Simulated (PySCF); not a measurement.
# CoHOH: structure of the doublet

Where does doublet CoHOH go from a bent start, is the end point a minimum, and what are its modes, charges and moments?

Method: PBE0, basis Co def2-TZVP, H def2-TZVP, O def2-TZVP, no relativity, density fitting; program: PySCF 2.14.0.

### 1 The starting structure

4 atoms, charge 0, spin multiplicity 2.

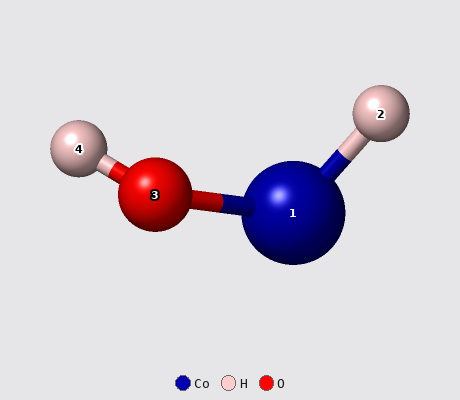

The starting geometry (cobalt blue, hydrogen pink, oxygen red); atoms are numbered from 1 in the order of the file.

```xyz
4
charge 0 multiplicity 2
Co    0.0000    0.0000    0.0000
H     1.1714    0.0000    0.8202
O    -1.4253    0.0000    0.9980
H    -1.9308    0.7354    1.3520
```

### 2 The SCF at the typed geometry

One driver script runs all steps and calls PySCF; scf.py shows how it sets up the SCF of each step. The optimiser is the driver's own. After this first run the driver tries any further starts and a stability analysis.

Contents of scf.py:

```python
from pyscf import gto, scf, dft
mol = gto.M(atom='''
Co     0.000000     0.000000     0.000000
H      1.171400     0.000000     0.820200
O     -1.425300     0.000000     0.998000
H     -1.930800     0.735400     1.352000''',
    basis={'Co': 'def2-TZVP', 'H': 'def2-TZVP', 'O': 'def2-TZVP'},
    charge=0, spin=1)
mf = dft.UKS(mol, xc='PBE0')
mf.grids.atom_grid = (50, 194)
aux = {'Co': 'def2-universal-JKFIT', 'H': 'def2-universal-JKFIT', 'O': 'def2-universal-JKFIT'}
mf = mf.density_fit(auxbasis=aux)
mf.conv_tol = 1e-08
mf.diis_space = 10
mf.max_cycle = 60
mf.init_guess = 'minao'
mf.verbose = 4
mf.kernel()
```

On the command line:

```console
OMP_NUM_THREADS=4 python axn.py task.json out
```

The log of the run, cut to the lines that bear on the results:

```text
[... the frontier levels of the middle cycles are left out ...]
init E= -1457.95207103226
[... the frontier-level lines of each cycle are left out ...]
cycle= 1 E= -1441.18844530095  delta_E= 16.8  |g|= 5.54  |ddm|= 10.4
cycle= 2 E= -1406.89078982126  delta_E= 34.3  |g|= 11.7  |ddm|= 13.9
cycle= 3 E= -1446.05474908225  delta_E= -39.2  |g|= 7.52  |ddm|= 7.46
cycle= 4 E= -1441.16171162177  delta_E= 4.89  |g|= 7.51  |ddm|= 2.51
cycle= 5 E= -1447.09488947153  delta_E= -5.93  |g|=  6.9  |ddm|= 1.99
cycle= 6 E= -1448.15961375604  delta_E= -1.06  |g|= 6.65  |ddm|= 0.427
cycle= 7 E= -1451.30097135081  delta_E= -3.14  |g|= 5.74  |ddm|= 1.55
cycle= 8 E= -1451.4800120147  delta_E= -0.179  |g|= 5.34  |ddm|= 0.716
cycle= 9 E= -1453.54111576872  delta_E= -2.06  |g|= 4.77  |ddm|= 1.24
cycle= 10 E= -1454.28894205451  delta_E= -0.748  |g|= 4.15  |ddm|= 0.748
cycle= 11 E= -1456.05745290857  delta_E= -1.77  |g|= 3.42  |ddm|= 0.659
cycle= 12 E= -1440.03948487132  delta_E=   16  |g|= 5.44  |ddm|= 13.3
cycle= 13 E= -1456.34343363718  delta_E= -16.3  |g|= 3.21  |ddm|= 13.3
cycle= 14 E= -1456.36960556683  delta_E= -0.0262  |g|= 3.24  |ddm|= 0.271
[... 46 cycles left out ...]
SCF not converged.
init E= -1457.95207103226
[... 20 cycles left out ...]
SCF not converged.
init E= -1458.86123247826
[... 16 cycles left out ...]
cycle= 17 E= -1458.8639776965  delta_E= 1.47e-06  |g|= 0.00121  |ddm|= 0.00116
cycle= 18 E= -1458.86397407011  delta_E= 3.63e-06  |g|= 0.00124  |ddm|= 0.00188
cycle= 19 E= -1458.86397471831  delta_E= -6.48e-07  |g|= 0.00118  |ddm|= 0.000313
cycle= 20 E= -1458.8639842101  delta_E= -9.49e-06  |g|= 0.00106  |ddm|= 0.00414
cycle= 21 E= -1458.86399448182  delta_E= -1.03e-05  |g|= 0.00105  |ddm|= 0.00455
cycle= 22 E= -1458.86400282035  delta_E= -8.34e-06  |g|= 0.00107  |ddm|= 0.00369
cycle= 23 E= -1458.86399660244  delta_E= 6.22e-06  |g|= 0.00127  |ddm|= 0.0027
cycle= 24 E= -1458.86399597133  delta_E= 6.31e-07  |g|= 0.00119  |ddm|= 0.000329
cycle= 25 E= -1458.86399705966  delta_E= -1.09e-06  |g|= 0.00116  |ddm|= 0.000481
cycle= 26 E= -1458.86400666219  delta_E= -9.6e-06  |g|= 0.00106  |ddm|= 0.00419
cycle= 27 E= -1458.86401013031  delta_E= -3.47e-06  |g|= 0.00112  |ddm|= 0.00157
cycle= 28 E= -1458.86399036869  delta_E= 1.98e-05  |g|= 0.00154  |ddm|= 0.00853
cycle= 29 E= -1458.86398223172  delta_E= 8.14e-06  |g|= 0.00133  |ddm|= 0.00374
cycle= 30 E= -1458.86398015297  delta_E= 2.08e-06  |g|= 0.00121  |ddm|= 0.0012
SCF not converged.
macro= 0  E= -1458.864268494  delta_E= -0.000288341  |g|= 0.00121126  2 KF 9 JK
macro= 1  E= -1458.86447328392  delta_E= -0.00020479  |g|= 0.000175498  5 KF 29 JK
macro= 2  E= -1458.86447332918  delta_E= -4.52567e-08  |g|= 6.94777e-05  1 KF 11 JK
macro= 3  E= -1458.86447332918  delta_E= -3.63798e-12  |g|= 3.27153e-05  1 KF 2 JK
macro X = 4  E=-1458.86447332918  |g|= 3.27153e-05  total 10 KF 56 JK
converged SCF energy = -1458.86447332918  <S^2> = 1.2407031  2S+1 = 2.4418871
```

This step, with its further starts and checks, took 31 s on 4 threads of Arm Neoverse V1, shared host.

Energies from each starting density:

```csv
start,energy (Eh)
the minimal-basis guess,-1458.864473
a thermally smeared density,-1458.861741
a smeared PBE density,-1458.864454
```

Where DIIS stalls, the driver goes on with a level shift of 0.3 Eh and then with a second-order solver.

No lower solution of this spin turned up from the other starts or in the test of internal stability.

### 3 Relaxing the doublet from the bent start

The program finds C1 symmetry in the start. Threshold on the gradient: 0.0003 Eh/bohr, with a further test on the energy change.

scf.py: that of step 2 with these lines changed.

```diff
@@ -3,4 +3,4 @@
-Co     0.000000     0.000000     0.000000
-H      1.171400     0.000000     0.820200
-O     -1.425300     0.000000     0.998000
-H     -1.930800     0.735400     1.352000''',
+Co     0.306235    -0.009632    -0.235914
+H      1.477635    -0.009632     0.584286
+O     -1.119065    -0.009632     0.762086
+H     -1.624565     0.725768     1.116086''',
@@ -16 +15,0 @@
-mf.init_guess = 'minao'
```

The optimiser's trace:

```csv
step,energy (Eh),change (kJ/mol),largest gradient (Eh/bohr)
0,-1458.864473,0.00,0.02085
1,-1458.867061,-6.80,0.03616
2,-1458.869466,-13.11,0.00712
3,-1458.870504,-15.83,0.00354
4,-1458.870799,-16.61,0.00870
5,-1458.870902,-16.88,0.00213
6,-1458.870974,-17.07,0.00135
7,-1458.871321,-17.98,0.00408
8,-1458.871468,-18.36,0.00707
9,-1458.871634,-18.80,0.00949
10,-1458.871908,-19.52,0.00870
11,-1458.872069,-19.94,0.00231
12,-1458.872139,-20.13,0.00469
13,-1458.872200,-20.29,0.00242
14,-1458.872270,-20.47,0.00136
15,-1458.872318,-20.60,0.00091
16,-1458.872328,-20.62,0.00080
17,-1458.872336,-20.64,0.00052
18,-1458.872341,-20.66,0.00014
19,-1458.872343,-20.66,0.00005
```

The walk took 42 s.

Geometry (Å) and forces (eV/Å) at some steps:

```
step 0
Co   0.306  -0.010  -0.236  -0.904   0.012  -0.269
H    1.478  -0.010   0.584   1.072   0.126   0.477
O   -1.119  -0.010   0.762  -0.562  -0.232  -0.214
H   -1.625   0.726   1.116   0.394   0.093   0.005
step 1
Co   0.297  -0.090  -0.237  -0.680  -0.038   0.032
H    1.475   0.073   0.624   0.532   0.103   0.237
O   -1.228  -0.032   0.625  -0.671   1.797   1.124
H   -1.504   0.746   1.215   0.819  -1.862  -1.393
step 10
Co   0.275  -0.229  -0.167  -0.139  -0.032  -0.010
H    1.514   0.154   0.604   0.055   0.054   0.070
O   -1.289   0.121   0.498  -0.113   0.297   0.390
H   -1.460   0.651   1.291   0.197  -0.319  -0.450
step 19
Co   0.257  -0.268  -0.178   0.000   0.000   0.004
H    1.441   0.192   0.641   0.000  -0.001   0.000
O   -1.298   0.148   0.467   0.000  -0.001  -0.001
H   -1.360   0.625   1.297   0.000   0.001  -0.003
```

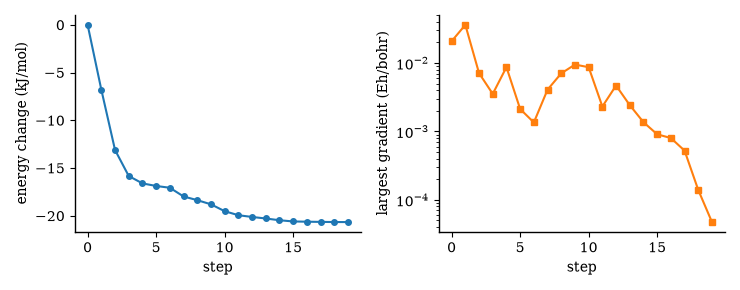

How energy and gradient fall.

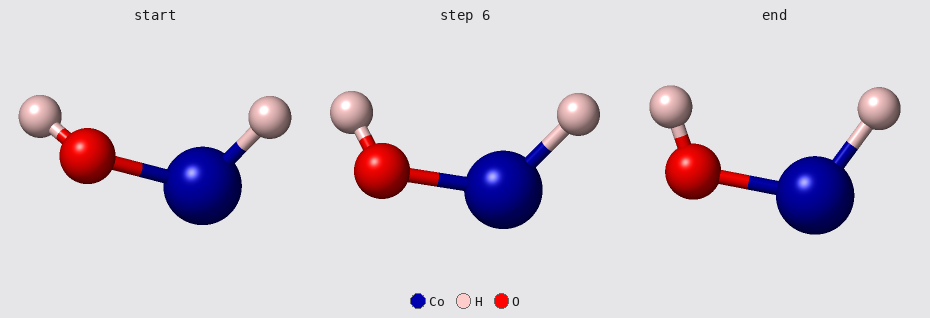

The geometry along the walk, at one scale.

It settles in Cs symmetry, 20.7 kJ/mol below the start, after 19 steps: Co–H 1.511 Å, Co–O 1.734 Å, O–H 0.959 Å; Co–O–H 119.9°, H–Co–O 115.4°.

### 4 Frequencies

The point is checked on the finer grid, and tightened if its gradient asks for it. The Hessian and the dipole derivatives come from central differences of analytic gradients, with steps of 0.02 bohr.

scf.py: that of step 3 with these lines changed.

```diff
@@ -3,4 +3,4 @@
-Co     0.306235    -0.009632    -0.235914
-H      1.477635    -0.009632     0.584286
-O     -1.119065    -0.009632     0.762086
-H     -1.624565     0.725768     1.116086''',
+Co     0.329076    -0.102798    -0.164773
+H      1.512751     0.354196     0.655391
+O     -1.226597     0.306601     0.483329
+H     -1.288693     0.790994     1.309055''',
@@ -10 +10 @@
-mf.grids.atom_grid = (50, 194)
+mf.grids.atom_grid = (75, 302)
@@ -13 +13 @@
-mf.conv_tol = 1e-08
+mf.conv_tol = 1e-10
```

The driver hands on the density of the step before, so the log starts near convergence.

SCF at the final geometry:

```text
init E= -1458.87224067592
[... the frontier-level lines of each cycle are left out ...]
cycle= 1 E= -1458.87224067594  delta_E= -1.71e-11  |g|= 5.27e-06  |ddm|= 7.03e-06
Extra cycle  E= -1458.87224067591  delta_E= 2.71e-11  |g|= 1.69e-05  |ddm|= 9.61e-06
converged SCF energy = -1458.87224067591  <S^2> = 1.3512779  2S+1 = 2.5308322
```

The whole step took 49 s.

Geometry: Cs; Co–H 1.511 Å, Co–O 1.734 Å, O–H 0.959 Å; Co–O–H 119.9°, H–Co–O 115.4°.

Modes, for the most abundant isotopes:

| symmetry | ω (cm⁻¹) | IR (km/mol) |
| --- | --- | --- |
| a'' | 302 | 211 |
| a' | 389 | 190 |
| a' | 670 | 112 |
| a' | 730 | 30.4 |
| a' | 1847 | 163 |
| a' | 3898 | 87.5 |

No imaginary mode, so this is a minimum.

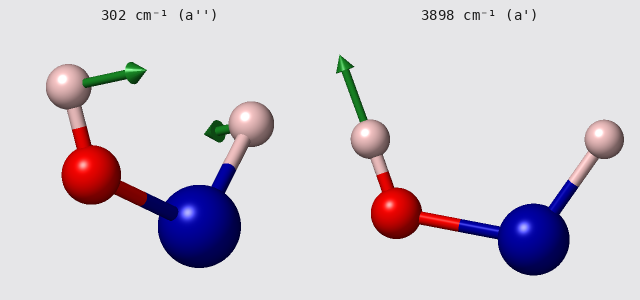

How the atoms move in 2 of the modes.

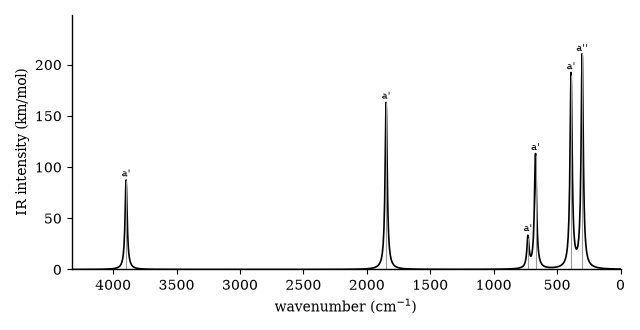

The harmonic infrared spectrum (widths in cm⁻¹). Lines are broadened to a width of 20 cm⁻¹ (Lorentzian).

Constants and moments:

- Dipole moment: 1.63 D
- Highest occupied level: -7.23 eV
- Lowest empty level: -2.64 eV
- Rotational constants: 6.714, 0.3986, 0.3762 cm⁻¹
- Zero-point energy: 46.9 kJ/mol
- Principal polarisabilities: 24.7, 32.4, 40.9 bohr³
- Atomisation energy without zero-point energy: 957 kJ/mol
- Principal traceless quadrupole moments about the centre of mass: -7.17, -0.48, 7.65 D Å
- Entropy at 298.15 K and 1 bar (electronic part: spin only): 265.2 J/(mol K)
- Heat capacity Cp at 298.15 K: 53.5 J/(mol K)
- Enthalpy at 298.15 K above 0 K: 12.45 kJ/mol
- Rotational symmetry number: 1
- Spin squared ⟨S²⟩: 1.351

Charges (e) and bond orders:

```json
{"atom": "Co1", "Mulliken": "0.52", "Löwdin": "0.28", "polar tensor": "0.89", "spin (Mulliken)": "1.16", "Mayer order to Co1": "–"}
{"atom": "H2", "Mulliken": "-0.14", "Löwdin": "-0.11", "polar tensor": "-0.35", "spin (Mulliken)": "-0.09", "Mayer order to Co1": "0.97"}
{"atom": "O3", "Mulliken": "-0.72", "Löwdin": "-0.33", "polar tensor": "-0.82", "spin (Mulliken)": "-0.07", "Mayer order to Co1": "1.01"}
{"atom": "H4", "Mulliken": "0.33", "Löwdin": "0.16", "polar tensor": "0.28", "spin (Mulliken)": "0.00", "Mayer order to Co1": "0.01"}
```

Mulliken populations on Co1: s 6.64, p 12.26, d 7.58, f 0.00.

### 5 Results

| quantity | value |
| --- | --- |
| minimum | doublet, Cs |
| geometry | Co–H 1.511 Å, Co–O 1.734 Å, O–H 0.959 Å; Co–O–H 119.9°, H–Co–O 115.4° |
| wavenumbers (cm⁻¹) | 302 (a''), 389 (a'), 670 (a'), 730 (a'), 1847 (a'), 3898 (a') |
| dipole moment | 1.63 D |
| highest occupied, lowest empty level (either spin) | -7.23, -2.64 eV |
| polar-tensor charge of Co1 | +0.89 e |
| zero-point energy | 46.9 kJ/mol |
| entropy at 298.15 K | 265.2 J/(mol K) |
| atomisation energy (no zero-point energy) | 957 kJ/mol |
| ⟨S²⟩ | 1.351 |

What this shows: From C1 at the start the molecule goes to a Cs minimum. The determinant is spin-contaminated (⟨S²⟩ = 1.35 against 0.75), so it is no pure spin state. The strongest infrared band lies at 302 cm⁻¹ (a''). Most of the spin sits on Co1 (Mulliken spin 1.16, against 1 for the whole molecule). Only this shape and spin were tried, so other structures or states may lie lower. Open d and f shells are described by one determinant, and the ground state may have another occupation or spin.

The search up to here took 2 min.
